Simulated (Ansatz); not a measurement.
**Response to strain in MgSe**

The reference is MgSe in the rock salt structure (space group Fm-3m, No. 225; a = 5.5083 Å).

Strains are applied to the cell and any free atomic positions relax.

All numbers come from Ansatz (a program for electronic structure) PBE, no SOC, earlier PAW set.

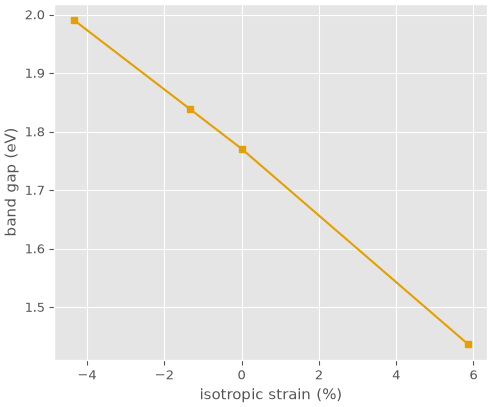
Band gap against isotropic strain

| isotropic strain (%) | band gap |
|---|---|
| -4.33 | 1.99 eV |
| -1.32 | 1.84 eV |
| 5.85 | 1.44 eV |

No phonon test of stability was made.
